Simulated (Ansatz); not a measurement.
Consider C₂H₃FSn (SMILES F[C]1=[CH][SnH2]1).

The calculation's input:

```
crystal:
  periodic: [false, false, false]
  atoms:
    - {symbol: F, position_ang: [0.934348, -1.531265, 1.585198]}
    - {symbol: C, position_ang: [0.445675, -0.729489, 0.647623]}
    - {symbol: C, position_ang: [0.477930, -0.774924, -0.671581]}
    - {symbol: Sn, position_ang: [-0.578149, 0.950343, -0.033032]}
    - {symbol: H, position_ang: [0.885877, -1.435249, -1.427863]}
    - {symbol: H, position_ang: [-2.276831, 0.977989, -0.076911]}
    - {symbol: H, position_ang: [0.172349, 2.474693, -0.069132]}
basis:
  gaussian: {orbitals: def2-TZVPP}
hamiltonian: {xc: pbe0, dispersion: d4}
output: {orbitals: {seedname: orbitals}}
```

Launched as:

```sh
ansatz run in.yaml --threads 2 --pin off --events-out ev --progress --plain --max-ram 4352MiB
```

Geometry: PBE0-D4/def2-TZVP; core potentials replace the inner electrons of Sn.

All numbers below come from RKS PBE0-D4/def2-TZVPP in Ansatz 0.2.0.

**What can the converged electron density and electron localisation function tell about the bonding?**

C–C (1.32 Å): ρ is about 2.4 e/Å³ halfway; the ELF peaks at about 0.90 between the atoms; a multiple bond.
C–F (1.33 Å): the density is about 2.4 e/Å³ at the midpoint; the ELF peaks at about 0.85 between the atoms: a polar covalent bond.
C–Sn (2.08 Å): the density is about 0.69 e/Å³ at the midpoint; the ELF peaks at about 0.70 in the valence shell of C, 0.7 Å from its nucleus, and drops to about 0.15 between the two atoms.
C–H (1.08 Å): the density is about 2 e/Å³ at the midpoint; the ELF climbs to about 1 towards the hydrogen, as it does in any bond to H: an ordinary covalent bond to hydrogen.

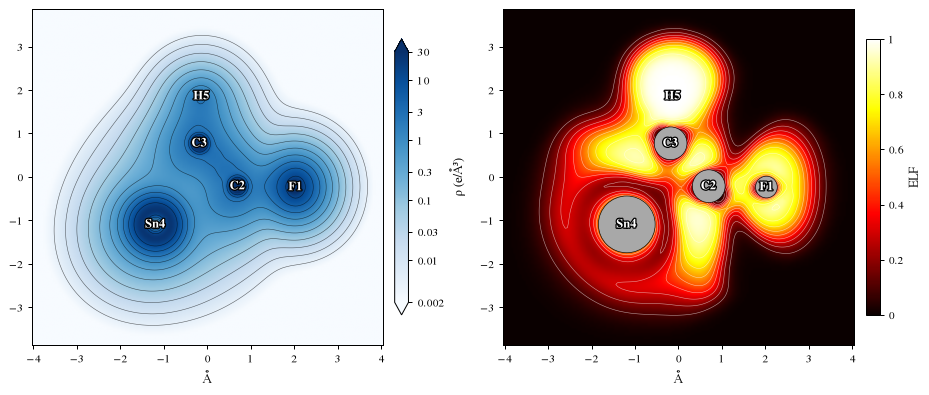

Computed electron density and electron localisation function on the plane of atoms F1, C2 and C3, in this order. Grey discs cover the atomic cores in the ELF map. 
